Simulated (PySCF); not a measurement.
# C5H9NO (delta-Valerolactam): the cost of one run

Computed with PySCF 2.14.0, with density-fitted response routines of our own, on a single molecule, in the gas phase or a continuum. Atoms are numbered from 0 throughout.

## Step 1: Starting geometry

16 atoms, charge 0, multiplicity 1; geometry from: GFN2-xTB. The atoms were then displaced at random by about 0.01 Å, so the start is not that level's minimum.

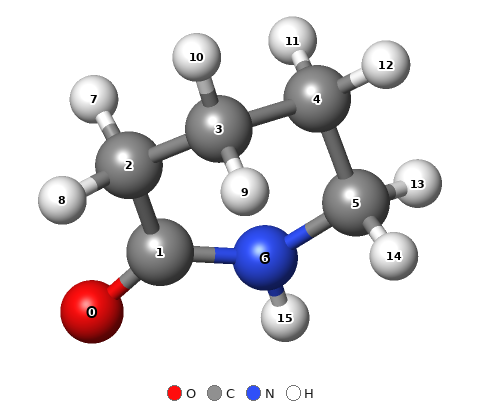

The starting geometry (oxygen red, carbon grey, nitrogen blue, hydrogen white), atoms numbered; sticks join atoms by distance.

## Step 2: Optimising the geometry at PBE0-D3(BJ)/def2-TZVP

Job settings and geometry (Å):

```
{"job": {"xc": "PBE0", "basis": "def2-TZVP", "d3": "d3bj", "grid": 2, "shake": 0.01, "kind": "geom"}, "charge": 0, "multiplicity": 1}
O      2.510600     1.244970    -0.074720
C      1.394040     0.731190    -0.059400
C      1.177060    -0.712380    -0.478590
C     -0.065040    -1.318840     0.045090
C     -1.255770    -0.383930    -0.273380
C     -1.043900     0.926470     0.501090
N      0.302550     1.432300     0.279870
H      1.219110    -0.715290    -1.568840
H      2.066820    -1.271740    -0.120010
H     -0.035370    -1.475920     1.138300
H     -0.269000    -2.297210    -0.409160
H     -1.273330    -0.172190    -1.328150
H     -2.236760    -0.805250     0.017400
H     -1.778990     1.681940     0.190530
H     -1.197630     0.731350     1.578050
H      0.466560     2.402160     0.572650
```

Launch:

```bash
$ OMP_NUM_THREADS=1 python probes_run.py task.json out
```

One launch serves the whole session: the jobs run in the order shown.

Q: Estimate the wall time and peak memory of this first job on 1 thread of Arm Neoverse V1, shared host.

About 6.1 min, with a peak of 1.3 GiB.
